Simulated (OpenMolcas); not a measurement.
Single-point calculation of C2H3N (part 2 of 2)

C2H3N (isocyanomethane), SMILES [C-]#[N+]C; CASSCF/ANO-R1, sfX2C (OpenMolcas 26.06). The geometry comes from this level: PBE0-D4/def2-TZVP.

Geometry of the input (Å):
```
C  0.7994  -1.7232  0.8840
N  0.3552  -0.7658  0.3929
C  -0.1825  0.3934  -0.2018
H  -1.1308  0.1562  -0.6860
H  0.5109  0.7832  -0.9483
H  -0.3522  1.1562  0.5592
```

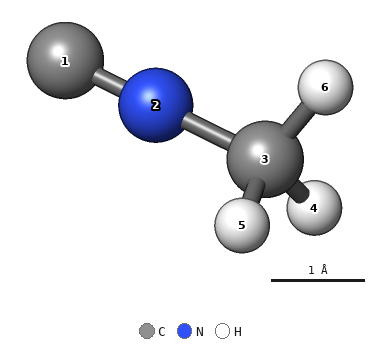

Fig. 1: The structure as given in the input (ball-and-stick view, seen at a tilt; atoms are numbered from 1 in the order of the input).

**Log, continued**
```
          iter iter root      energy       change     param      element    value   shift minimum  type update hh:mm:ss
 Nr of preliminary CI iterations:   1
 ###############################################################################
 ###    WARNING: Large orbital rotation.                                     ###
 ###############################################################################
      Molecular orbital  13 of symmetry 1 MO space 2  weight is    0.076232
        1   1   18    1  -131.99372925    0.00E+00   6.84E-01*  13  17 1  7.34E-04*  0.00   0.00    SX    NO    0:00:00
 ###############################################################################
 ###    WARNING: Large orbital rotation.                                     ###
 ###############################################################################
      Molecular orbital  12 of symmetry 1 MO space 2  weight is    0.041835
        2   1   26    1  -132.00847068   -1.47E-02*  6.80E-01*  10  35 1 -6.96E-03*  0.00   0.00    SX    NO    0:00:00
        3   1   12    1  -132.02606999   -1.76E-02*  9.22E-02   11  15 1  9.05E-03*  0.00   0.00    SX    NO    0:00:00
        4   1   10    1  -132.03031636   -4.25E-03*  3.22E-02   10  35 1 -4.63E-03*  0.00   0.00    SX    NO    0:00:00
        5   1   10    1  -132.03152215   -1.21E-03*  6.16E-02   13  35 1 -3.15E-03*  0.00   1.76    QN   YES    0:00:00
        6   1    9    1  -132.03254388   -1.02E-03*  2.49E-02   11  21 1 -1.22E-03*  0.00   1.19    QN   YES    0:00:00
        7   1    9    1  -132.03269469   -1.51E-04* -4.56E-02    9  16 1  1.37E-03*  0.00   1.89    QN   YES    0:00:00
        8   1   10    1  -132.03288144   -1.87E-04* -7.53E-02    9  16 1 -1.80E-03*  0.00   1.43    QN   YES    0:00:00
        9   1   10    1  -132.03332710   -4.46E-04* -7.58E-02   11  21 1  2.95E-03*  0.00   2.50    LS   YES    0:00:00
       10   1   11    1  -132.03404107   -7.14E-04* -7.62E-02   11  21 1  4.11E-03*  0.00   2.50    LS   YES    0:00:00
       11   1   11    1  -132.03504820   -1.01E-03*  1.39E-01*  11  21 1  4.83E-03*  0.00   2.50    QN   YES    0:00:00
       12   1   11    1  -132.03344044    1.61E-03*  9.16E-02   11  21 1  3.05E-03*  0.00  -0.50    LS   YES    0:00:00
       13   1   11    1  -132.03439326   -9.53E-04*  8.81E-02   11  21 1  4.33E-03*  0.00   2.50    LS   YES    0:00:00
       14   1   11    1  -132.03567509   -1.28E-03*  1.54E-01*  11  21 1  5.20E-03*  0.00   2.50    QN   YES    0:00:00
       15   1   11    1  -132.03361275    2.06E-03*  9.77E-02    4  12 1  3.67E-03*  0.00  -0.50    LS   YES    0:00:00
       16   1   11    1  -132.03479048   -1.18E-03*  9.18E-02   11  21 1  4.54E-03*  0.00   2.50    LS   YES    0:00:00
       17   1   11    1  -132.03626492   -1.47E-03*  1.68E-01*  11  31 1 -5.57E-03*  0.00   2.50    QN   YES    0:00:00
       18   1   11    1  -132.03370657    2.56E-03*  1.03E-01*   4  12 1  5.02E-03*  0.00  -0.50    LS   YES    0:00:00
       19   1   11    1  -132.03512541   -1.42E-03*  9.52E-02   11  31 1 -4.81E-03*  0.00   2.50    LS   YES    0:00:00
       20   1   11    1  -132.03679481   -1.67E-03*  1.80E-01*  11  31 1 -5.94E-03*  0.00   2.50    QN   YES    0:00:00
       21   1   11    1  -132.03374550    3.05E-03*  1.07E-01*   4  12 1  6.18E-03*  0.00  -0.50    LS   YES    0:00:00
       22   1   11    1  -132.03538684   -1.64E-03*  9.68E-02   11  31 1 -5.21E-03*  0.00   2.50    LS   YES    0:00:00
       23   1   11    1  -132.03722559   -1.84E-03*  1.87E-01*  11  31 1 -6.19E-03*  0.00   2.50    QN   YES    0:00:00
       24   1   11    1  -132.03374701    3.48E-03*  1.08E-01*   4  12 1  7.13E-03*  0.00  -0.50    LS   YES    0:00:00
       25   1   11    1  -132.03557907   -1.83E-03*  9.67E-02   11  31 1 -5.53E-03*  0.00   2.50    LS   YES    0:00:00
       26   1   11    1  -132.03755831   -1.98E-03*  1.87E-01*  11  31 1 -6.34E-03*  0.00   2.50    QN   YES    0:00:00
       27   1   11    1  -132.03377497    3.78E-03*  1.06E-01*   4  12 1  7.72E-03*  0.00  -0.50    LS   YES    0:00:00
       28   1   11    1  -132.03574250   -1.97E-03*  9.42E-02    4  12 1  5.85E-03*  0.00   2.50    LS   YES    0:00:00
       29   1   11    1  -132.03781978   -2.08E-03*  1.75E-01*  11  31 1 -6.44E-03*  0.00   2.50    QN   YES    0:00:00
       30   1   11    1  -132.03390447    3.92E-03*  9.95E-02    4  12 1  8.04E-03*  0.00  -0.50    LS   YES    0:00:00
       31   1   11    1  -132.03594190   -2.04E-03*  8.80E-02    4  12 1  6.12E-03*  0.00   2.50    LS   YES    0:00:00
       32   1   11    1  -132.03807382   -2.13E-03* -1.79E-01*  11  31 1 -6.52E-03*  0.00   2.50    QN   YES    0:00:00
       33   1   11    1  -132.03438805    3.69E-03* -1.03E-01*   4  12 1  8.05E-03*  0.00  -0.50    LS   YES    0:00:00
       34   1   11    1  -132.03633494   -1.95E-03* -9.22E-02    4  12 1  6.37E-03*  0.00   2.50    LS   YES    0:00:00
       35   1   11    1  -132.03842694   -2.09E-03* -2.00E-01*  11  31 1 -6.59E-03*  0.00   2.50    QN   YES    0:00:00
       36   1   11    1  -132.03615445    2.27E-03* -1.23E-01*   4  12 1  7.86E-03*  0.00  -0.50    LS   YES    0:00:00
       37   1   11    1  -132.03735580   -1.20E-03* -1.14E-01*   4  12 1  6.68E-03*  0.00   2.50    LS   YES    0:00:00
       38   1   11    1  -132.03899620   -1.64E-03* -1.44E-01*  11  31 1 -6.60E-03*  0.00   2.50    QN   YES    0:00:00
       39   1   12    1  -132.03866042    3.36E-04* -9.64E-02    4  12 1  6.96E-03*  0.00   2.50    LS   YES    0:00:00
       40   1   12    1  -132.03894841   -2.88E-04* -9.35E-02    4  12 1  7.49E-03*  0.00   2.50    LS   YES    0:00:00
       41   1   14    1  -132.03956887   -6.20E-04* -1.16E-01*   4  12 1  7.82E-03*  0.00   2.50    QN   YES    0:00:00
       42   1   12    1  -132.03950577    6.31E-05* -8.68E-02    4  12 1  6.90E-03*  0.00   2.50    LS   YES    0:00:00
       43   1   12    1  -132.03980105   -2.95E-04* -9.11E-02   11  21 1  6.78E-03*  0.00   2.50    LS   YES    0:00:00
       44   1   12    1  -132.04042498   -6.24E-04* -1.23E-01*  11  21 1  6.80E-03*  0.00   2.50    QN   YES    0:00:00
       45   1   12    1  -132.03985001    5.75E-04* -9.01E-02   11  21 1  6.63E-03*  0.00  -0.50    LS   YES    0:00:00
       46   1   12    1  -132.04021341   -3.63E-04* -9.31E-02   11  21 1  6.76E-03*  0.00   2.50    LS   YES    0:00:00
       47   1   12    1  -132.04092841   -7.15E-04* -1.27E-01*  11  21 1  6.87E-03*  0.00   2.50    QN   YES    0:00:00
       48   1   12    1  -132.04018386    7.45E-04* -9.18E-02   11  21 1  6.56E-03*  0.00  -0.50    LS   YES    0:00:00
       49   1   12    1  -132.04065668   -4.73E-04* -9.38E-02   11  21 1  6.79E-03*  0.00   2.50    LS   YES    0:00:00
       50   1   11    1  -132.04148408   -8.27E-04* -1.33E-01*  11  21 1  7.00E-03*  0.00   2.50    QN   YES    0:00:00
       51   1   12    1  -132.04053658    9.47E-04* -9.45E-02   11  21 1  6.48E-03*  0.00  -0.50    LS   YES    0:00:00
       52   1   12    1  -132.04113414   -5.98E-04* -9.51E-02   11  21 1  6.85E-03*  0.00   2.50    LS   YES    0:00:00
       53   1   11    1  -132.04209121   -9.57E-04* -1.39E-01*  11  21 1  7.20E-03*  0.00   2.50    QN   YES    0:00:00
       54   1   12    1  -132.04093972    1.15E-03* -9.61E-02   11  21 1  6.59E-03*  0.00  -0.50    LS   YES    0:00:00
       55   1   11    1  -132.04165725   -7.18E-04* -9.52E-02   11  21 1  7.01E-03*  0.00   2.50    LS   YES    0:00:00
       56   1   11    1  -132.04270784   -1.05E-03* -1.43E-01*  11  21 1  7.42E-03*  0.00   2.50    QN   YES    0:00:00
       57   1   12    1  -132.04136419    1.34E-03* -9.77E-02   11  21 1  6.49E-03*  0.00  -0.50    LS   YES    0:00:00
       58   1   11    1  -132.04220073   -8.37E-04* -9.60E-02   11  21 1  7.13E-03*  0.00   2.50    LS   YES    0:00:00
       59   1   11    1  -132.04335088   -1.15E-03* -1.39E-01*  11  21 1  7.72E-03*  0.00   2.50    QN   YES    0:00:00
       60   1   14    1  -132.04189744    1.45E-03* -9.24E-02   11  31 1 -7.65E-03*  0.00  -0.50    LS   YES    0:00:00
       61   1   11    1  -132.04281194   -9.14E-04* -8.93E-02   11  21 1  7.43E-03*  0.00   2.50    LS   YES    0:00:00
       62   1   11    1  -132.04387833   -1.07E-03* -1.47E-01*  11  21 1  7.99E-03*  0.00   2.50    QN   YES    0:00:00
       63   1   14    1  -132.04306956    8.09E-04*  5.17E-02    4  12 1 -1.28E-02*  0.00   0.29    SX   YES    0:00:00
       64   1   14    1  -132.04601644   -2.95E-03*  5.59E-02    4  12 1 -8.04E-03*  0.00   2.50    LS   YES    0:00:00
       65   1   13    1  -132.04870449   -2.69E-03*  5.90E-02    9  11 1  6.27E-03*  0.00   2.50    LS   YES    0:00:00
       66   1   19    1  -132.05055161   -1.85E-03*  8.80E-02    9  11 1  8.03E-03*  0.00   1.71    QN   YES    0:00:00
       67   1   12    1  -132.04821607    2.34E-03*  6.05E-02   11  21 1 -8.76E-03*  0.00  -0.50    LS   YES    0:00:00
       68   1   18    1  -132.04994553   -1.73E-03* -1.30E-01*  11  21 1 -7.78E-03*  0.00   2.50    QN   YES    0:00:00
       69   1   18    1  -132.05271084   -2.77E-03*  1.28E-01*   9  11 1  9.18E-03*  0.00   1.62    QN   YES    0:00:00
       70   1   14    1  -132.05465554   -1.94E-03*  8.43E-02    9  11 1  9.29E-03*  0.00   1.41    QN   YES    0:00:00
       71   1   14    1  -132.05650591   -1.85E-03* -1.25E-01*   9  16 1 -1.42E-02*  0.00   1.72    QN   YES    0:00:00
       72   1   14    1  -132.05864340   -2.14E-03* -1.01E-01*   9  16 1 -1.56E-02*  0.00   1.87    QN   YES    0:00:00
       73   1   13    1  -132.06050845   -1.87E-03* -7.74E-02    9  16 1 -1.25E-02*  0.00   1.49    QN   YES    0:00:00
       74   1   13    1  -132.06122607   -7.18E-04*  2.35E-02    9  16 1 -7.57E-03*  0.00   1.40    QN   YES    0:00:00
       75   1   13    1  -132.06152891   -3.03E-04*  1.91E-02    9  16 1 -3.21E-03*  0.00   1.28    QN   YES    0:00:00
       76   1   12    1  -132.06164717   -1.18E-04* -6.39E-03    9  16 1 -1.36E-03*  0.00   1.33    QN   YES    0:00:00
       77   1   10    1  -132.06168276   -3.56E-05* -2.60E-03    9  16 1 -4.00E-04*  0.00   1.15    QN   YES    0:00:00
       78   1   10    1  -132.06168668   -3.92E-06* -1.04E-03    9  16 1 -5.31E-04*  0.00   1.24    QN   YES    0:00:00
       79   1   10    1  -132.06168758   -8.96E-07*  3.73E-04    9  16 1 -2.49E-04*  0.00   1.04    QN   YES    0:00:00
       80   1   10    1  -132.06168782   -2.40E-07*  8.23E-04    9  16 1 -2.73E-04*  0.00   1.61    QN   YES    0:00:00
       81   1    9    1  -132.06168798   -1.59E-07*  4.64E-04    9  16 1  1.16E-04*  0.00   0.70    QN   YES    0:00:00
       82   1    9    1  -132.06168804   -6.07E-08* -7.86E-05    9  16 1 -1.26E-04*  0.00   0.77    QN   YES    0:00:00
       83   1    7    1  -132.06168806   -1.93E-08* -1.18E-04    9  16 1 -3.28E-05   0.00   2.50    LS   YES    0:00:00
       84   1    8    1  -132.06168806   -7.25E-09   6.17E-05    9  16 1  3.65E-05   0.00   0.77    QN   YES    0:00:00
      Convergence after 84 iterations
       85   1    8    1  -132.06168807   -3.51E-09   6.17E-05    9  16 1 -1.42E-05   0.00   0.77    QN   YES    0:00:00

      ************************************************************************************************************************
                                                      Wave function printout:
                       occupation of active orbitals, and spin coupling of open shells (u,d: Spin up or down)
      ************************************************************************************************************************

      Note: transformation to natural orbitals
      has been made, which may change the order of the CSFs.

      printout of CI-coefficients larger than  0.05 for root  1
      energy=    -132.061688
      conf/sym  1111     Coeff  Weight
             1  2200  -0.97579 0.95216
             6  2020   0.11581 0.01341
            10  udud  -0.10055 0.01011
            14  0202   0.11581 0.01341
            15  uudd  -0.09653 0.00932

      Natural orbitals and occupation numbers for root  1
      sym 1:   1.951202   1.951201   0.048799   0.048798

      ************************************************************************************************************************
      *                                                    Final results                                                     *
      ************************************************************************************************************************

++    Final optimization conditions:
      ------------------------------

      Average CI energy                            -132.06168807
      RASSCF energy for state  1                   -132.06168807
      Super-CI energy                                -0.00000001
      RASSCF energy change                           -0.00000000
      Max change in MO coefficients              -1.086E-04
      Max non-diagonal density matrix element     6.172E-05
      Maximum BLB matrix element                 -1.418E-05
      (orbital pair   9,  16 in symmetry   1)
      Norm of electronic gradient            2.346E-05
--

      Final state energy(ies):
      ------------------------

::    RASSCF root number  1 Total energy:   -132.06168807
      Von Neumann Entropy (Root   1) =  0.33095

      Mulliken population analysis for root number:  1
      -----------------------------------------------

++    Molecular charges:
      ------------------

      Mulliken charges per centre
      ---------------------------

                C1      N2      C3      H4      H5      H6
      Total    6.1914  6.9929  6.0283  0.9291  0.9291  0.9291

      N-E     -0.1914  0.0071 -0.0283  0.0709  0.0709  0.0709

      Total electronic charge=   22.000000

      Total            charge=   -0.000000
--

      Expectation values of various properties for root number:  1
      -----------------------------------------------------------

++    Molecular properties:
      ---------------------

      Charge (e):
                      =   -0.0000
      Dipole Moment (debye):
      Origin of the operator (angstrom)=    0.2778   -0.5989    0.3072
                   X= -1.5602E+00               Y=  3.3631E+00               Z= -1.7254E+00           Total=  4.0892E+00
      Quadrupole Moment (debye*angstrom):
      Origin of the operator (angstrom)=    0.2778   -0.5989    0.3072
                  XX= -1.8166E+01              XY=  1.0204E+00              XZ= -5.2350E-01              YY= -1.9892E+01
                  YZ=  1.1285E+00              ZZ= -1.8271E+01
      In traceless form (debye*angstrom)
                  XX=  9.1575E-01              XY=  1.5307E+00              XZ= -7.8526E-01              YY= -1.6733E+00
                  YZ=  1.6927E+00              ZZ=  7.5751E-01
--

      LoProp population analysis for root number:  1
      -----------------------------------------------

++    LoProp analysis:
      ----------------

++    Static properties:
      ------------------

      LoProp Charges per center

                   C1       N2       C3       H4       H5       H6
      Nuclear      6.0000   7.0000   6.0000   1.0000   1.0000   1.0000
      Electronic  -6.1942  -7.0148  -6.6321  -0.7196  -0.7197  -0.7196

      Total       -0.1942  -0.0148  -0.6321   0.2804   0.2803   0.2804
--

      Natural Bond Order analysis for root number:  1

++    Natural Bond Order analysis
      ---------------------------
      Based on LoProp computed density
      -------------------------------------------------------------------------------------
      Atom A       Atom B       Bond Order | Atom A       Atom B       Bond Order
        C1           N2             0.778  |   C3           H5             0.779
        C3           H4             0.779  |   C3           H6             0.783
      -------------------------------------------------------------------------------------
      NBO located      6.237 electrons involved in    4 bonds.
      NBO located      0.998 non-bonded electrons on atom C1
      NBO located      0.993 non-bonded electrons on atom N2
      NBO located      0.977 non-bonded electrons on atom C3
      The remaining    3.994 electrons are to be considered as diffuse
--

--

      Average orbitals are written to the RASORB file
      Natural orbitals for root   1 are written to the RASORB.1 file
      Spin density orbitals for root   1 are written to the SPDORB.1 file

--- Stop Module: rasscf /rc=_RC_ALL_IS_WELL_ ---
--- Module rasscf spent 6 seconds ---

.##################.
.# Happy landing! #.
.##################.

    Timing: Wall=9.32 User=7.95 System=1.36
```

**Results in brief**

| quantity | value |
| --- | --- |
| outcome | converged |
| total energy | −132.061688 hartree |
| CASSCF energy | −132.061688 hartree |
| basis functions | 57 |
| hardware | 1 thread of Arm Neoverse V1, 24 GiB of memory available, shared host |
| wall time | 9.6 s |
| peak memory | 0.4 GiB |

**Remarks**

The record of the run, not the program, notes: an active orbital turned away from the chosen space.
